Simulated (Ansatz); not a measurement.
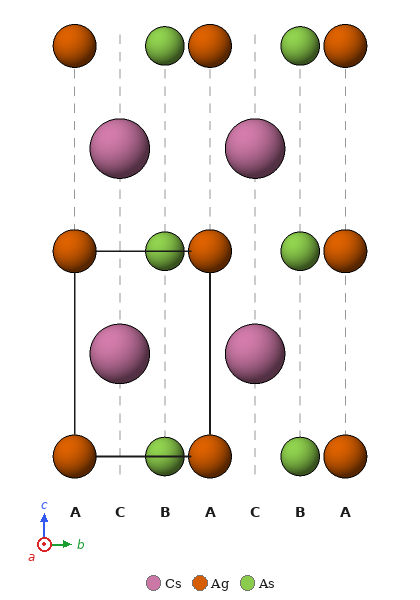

The picture looks along a close-packed row of the hexagonal mesh; c points upwards. The dashed lines mark the three columns A (0, 0), B (1/3, 2/3) and C (2/3, 1/3). The sequence starts with the first layer at or above the cell's origin.

CsAgAs: the geometry relaxed with DFT PBE, scalar-relativistic, plane waves, PAW in Ansatz; the starting structure was generated, so it need not be a known form of this composition.

Question: Give the sequence of layers in one repeat, with element and column.

Answer: Ag(A)+As(B) – Cs(C) (two layers in 5.87 Å).
